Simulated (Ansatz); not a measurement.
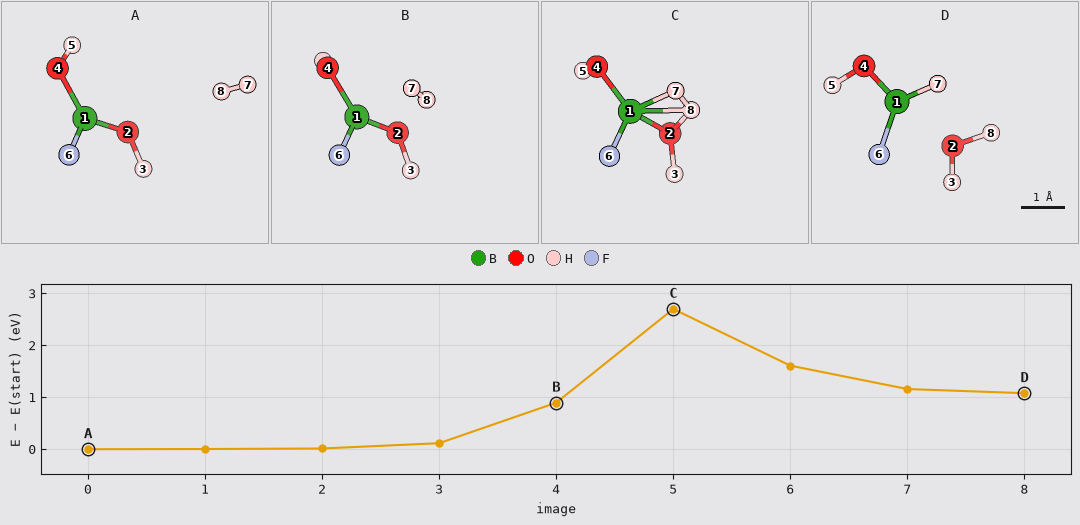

NEB run on BH$_{4}$O$_{2}$F, made up at the start of BH2O2F and H$_{2}$. Images are numbered from 0 (start) to 8 (end). Frames A to D are images 0, 4, 5, 8. A ball-and-stick model, seen face on.

Computed with RKS BHLYP-D4/6-31G* in Ansatz. Run with 7 movable images; climbing image; force threshold 0.05 eV/Å; iteration limit 60; starting path through a guess of the saddle point.

Describe the mechanism and the energy profile.

Answer. Breaking: B1–O2 (1.36 → 1.57 at the top → 2.43 Å), H7–H8 (0.74 → 1.04 at the top → 2.82 Å). Forming: B1–H7 (3.94 → 1.36 at the top → 1.18 Å), O2–H8 (2.61 → 1.23 at the top → 0.96 Å). The energy climbs by 2.70 eV to image 5 and then falls by 1.62 eV, so the end point sits at +1.08 eV. The band converged in 14 iterations. The largest component of the band force went from 22 to 0.05 eV/Å. The climbing image converged on the top of the path. Its vibrational analysis gives 2 imaginary modes over 30i cm⁻¹, so it isn't confirmed as a transition state.

Limits of the set-up: the start holds two separate molecules, 2.6 Å apart at their closest, whose relative position is a soft coordinate.

Cost: 3 min on 1 thread of Arm Neoverse V2, on a shared host, peak memory 0.12 GiB.
